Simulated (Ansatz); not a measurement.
# triplet SnGeH6 at 6 levels

We compute a comparison of 6 runs (UHF/def2-SVP, U-r2SCAN/def2-SVP, UB3LYP/def2-SVP, USVWN5/def2-SVP, UBCCD(T)/def2-SVP, UCCSD/def2-SVP) of triplet SnGeH6. 

The results are computed with Ansatz 0.2.0.

41 further runs of the same task are left out: 41 set aside as unsound or not needed.

**1. The structure to begin with**

SnGeH6: 8 atoms, total charge 0, spin state triplet. As SMILES of the parent species, `[GeH3][SnH3]`. The coordinates come from a PBE0-D4/def2-TZVP relaxation. That shape belongs to the parent species and isn't relaxed for this state.

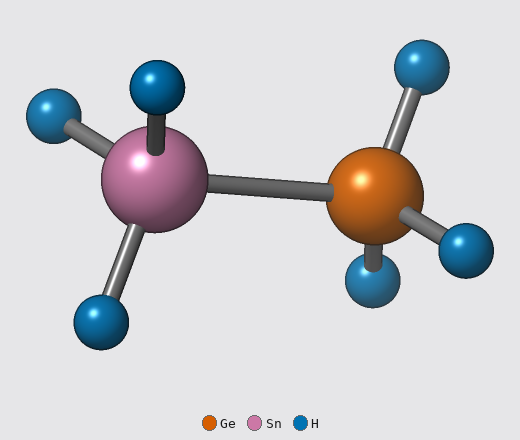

Viewed from a chosen angle; germanium orange, tin pink, hydrogen blue.

**2. The energy at UHF/def2-SVP (core potential) (run 1)**

Input file run.yaml:

```yaml
crystal:
  periodic: [false, false, false]
  atoms:
    - {symbol: Ge, position_ang: [-0.754100, 0.285800, -1.041300]}
    - {symbol: Sn, position_ang: [0.751500, -0.290300, 0.992300]}
    - {symbol: H, position_ang: [-1.830800, 1.307300, -0.639500]}
    - {symbol: H, position_ang: [-1.453400, -0.978600, -1.567000]}
    - {symbol: H, position_ang: [0.087500, 0.886500, -2.179300]}
    - {symbol: H, position_ang: [-0.187600, -0.932800, 2.265200]}
    - {symbol: H, position_ang: [1.931000, -1.444200, 0.553800]}
    - {symbol: H, position_ang: [1.547900, 1.109100, 1.560100]}
basis:
  gaussian: {orbitals: def2-SVP}
magnetization: {spin_polarized: true, initial_magnetization: 2}
hamiltonian: {xc: hf}
accuracy: high
output: {orbitals: {seedname: orbitals}}
```

Launch:

```sh
$ ansatz run run.yaml --threads 1 --pin off --max-ram 3480MiB --events-out events.jsonl --progress --plain --runs-dir runs
```

The program printed:

```text
Warning: RAYON_NUM_THREADS=1 ignored (pool sized by the plan → 1); use --threads N
Functional definition: HF
  name "HF"
  exchange = exact_x
  correlation = 0
2024 factors; integrals over basis functions are off by at most 1.1e-8 eV
mean field evaluation 1: about -62358.4248 eV, gradient 9.7e0 eV
mean field evaluation 2: about -62358.4937 eV, gradient 9.7e0 eV
mean field evaluation 4: about -62359.7306 eV, gradient 2.0e0 eV
mean field evaluation 8: about -62359.7916 eV, gradient 3.9e-1 eV
mean field evaluation 16: about -62359.8008 eV, gradient 1.4e-3 eV
mean field evaluation 32: about -62359.7774 eV, gradient 1.4e-1 eV
mean field evaluation 64: about -62359.7765 eV, gradient 1.4e-1 eV
mean field evaluation 96: about -62359.6178 eV, gradient 1.5e-1 eV
mean field evaluation 128: about -62359.6368 eV, gradient 2.3e-1 eV
mean field evaluation 160: about -62359.5769 eV, gradient 7.4e-1 eV
mean field evaluation 192: about -62359.7023 eV, gradient 1.2e0 eV
mean field evaluation 224: about -62359.4756 eV, gradient 3.7e0 eV
mean field -62359.80080738 eV, -2291.6804106800 hartree, gradient 3.1e-8 eV, S^2 2.008625; 3 other end points of the search recorded, 0 dependent functions left out
reference -62359.80080738 eV, -2291.6804106800 hartree; 31, 29 occupied and 57, 59 virtual orbitals, 2024 factors
Total energy: -62359.80080738 eV, -2291.6804106800 hartree
```

Run time: 19 s. Hardware: 1 thread of Arm Neoverse V2, shared host; peak memory 0.41 GiB.

**3. A single-point energy at U-r2SCAN/def2-SVP (core potential) (run 2)**

Input file job.yaml:

```yaml
crystal:
  periodic: [false, false, false]
  atoms:
    - symbol: Ge
      position_ang: [-0.754100, 0.285800, -1.041300]
    - symbol: Sn
      position_ang: [0.751500, -0.290300, 0.992300]
    - symbol: H
      position_ang: [-1.830800, 1.307300, -0.639500]
    - symbol: H
      position_ang: [-1.453400, -0.978600, -1.567000]
    - symbol: H
      position_ang: [0.087500, 0.886500, -2.179300]
    - symbol: H
      position_ang: [-0.187600, -0.932800, 2.265200]
    - symbol: H
      position_ang: [1.931000, -1.444200, 0.553800]
    - symbol: H
      position_ang: [1.547900, 1.109100, 1.560100]
basis:
  gaussian:
    orbitals: def2-SVP
magnetization:
  spin_polarized: true
  initial_magnetization: 2
hamiltonian:
  xc: {name: r2SCAN}
accuracy: high
output: {orbitals: {seedname: orbitals}}
```

Launch:

```sh
$ ansatz run job.yaml --threads 1 --pin off --max-ram 3480MiB --events-out events.jsonl --progress --plain --runs-dir runs
```

The program printed:

```text
Warning: RAYON_NUM_THREADS=1 ignored (pool sized by the plan → 1); use --threads N
Functional definition: r2SCAN
  name "r2SCAN"
  parameter k0 = 0.174
  parameter k1 = 0.065
  parameter a1 = 4.9479
  exchange = r2scan_x(k0 = k0, k1 = k1, a1 = a1)
  correlation = r2scan_c
2024 factors; integrals over basis functions are off by at most 1.1e-8 eV
mean field evaluation 1: about -62434.8456 eV, gradient 1.3e1 eV
mean field evaluation 2: about -62435.0740 eV, gradient 1.3e1 eV
mean field evaluation 4: about -62435.6843 eV, gradient 2.8e-1 eV
mean field evaluation 8: about -62435.6803 eV, gradient 8.7e-2 eV
mean field evaluation 16: about -62435.6804 eV, gradient 1.6e-4 eV
mean field evaluation 32: about -62435.1101 eV, gradient 3.3e0 eV
mean field evaluation 64: about -62435.4261 eV, gradient 4.5e0 eV
mean field -62435.68038353 eV, -2294.4689336705 hartree, gradient 4.9e-8 eV, S^2 2.004687; 6 other end points of the search recorded, 0 dependent functions left out
reference -62435.68038671 eV, -2294.4689337872 hartree; 31, 29 occupied and 57, 59 virtual orbitals, 2024 factors
Total energy: -62435.68038671 eV, -2294.4689337872 hartree
```

It took 36 s on 1 thread of Arm Neoverse V2, shared host; peak memory 0.45 GiB.

Runs 3 to 5 aren't shown in full; the table further down has their settings and results.

**4. A single-point energy at UCCSD/def2-SVP (core potential) (run 6)**

run.yaml, as its differences from that of step 2:

```diff
@@ -12,6 +12,12 @@
 basis:
-  gaussian: {orbitals: def2-SVP}
-magnetization: {spin_polarized: true, initial_magnetization: 2}
-hamiltonian: {xc: hf}
+  gaussian:
+    orbitals: def2-SVP
+magnetization:
+  spin_polarized: true
+  initial_magnetization: 2
+correlation:
+  method: ccsd
+  frozen_orbitals: {Ge: 9, H: 0, Sn: 4}
 accuracy: high
-output: {orbitals: {seedname: orbitals}}
+scf:
+  omitted_lower_state_checks: [cluster_reference, increment]
```

Launch:

```sh
$ ansatz run run.yaml --threads 1 --pin off --max-ram 3480MiB --events-out events.jsonl --progress --plain --runs-dir runs
```

The program printed:

```text
Warning: RAYON_NUM_THREADS=1 ignored (pool sized by the plan → 1); use --threads N
[... 16 lines left out ...]
13 core orbitals not correlated: weight in the atoms' cores, before any rotation towards them, 1.000 or more for the frozen orbitals, at most 0.000 for the correlated occupied ones
[... 49 lines left out ...]
Total energy: -62370.59971600 eV, -2292.0772632523 hartree
Checks for a lower state left out: cluster_reference, increment
```

Wall time 2 min (1 thread of Arm Neoverse V2, shared host); peak memory 0.98 GiB.

**5. The series**

```
run                               level  frozen core orbitals   energy (Eh)  HOMO energy (eV)   ⟨S²⟩  wall time
  1       UHF/def2-SVP (core potential)                     –  -2291.680411             -3.55  2.009       19 s
  2  U-r2SCAN/def2-SVP (core potential)                     –  -2294.468934             -1.68  2.005       36 s
  3    UB3LYP/def2-SVP (core potential)                     –  -2294.522312             -2.05  2.002       23 s
  4    USVWN5/def2-SVP (core potential)                     –  -2290.856911             -1.66  2.001        9 s
  5  UBCCD(T)/def2-SVP (core potential)                    13  -2292.089054                 –  2.009    2.9 min
  6     UCCSD/def2-SVP (core potential)                    13  -2292.077263                 –  2.009      2 min
```

**6. Summary of results**

| quantity | value |
| --- | --- |
| run 6: total energy | -2292.07726 Eh |
| run 6: correlation energy (13 core orbitals frozen) | -396.9 mEh |
| run 6: ⟨S²⟩ of the reference determinant | 2.009 |
| run 6: T1 diagnostic | 0.016 |

Below the UHF energy at the same shape and in the same basis (def2-SVP): UBCCD(T) -408.6 mEh; UCCSD -396.9 mEh. Totals of different functionals can't be ranked against each other. All runs together took 6.3 min, the longest 2.9 min.
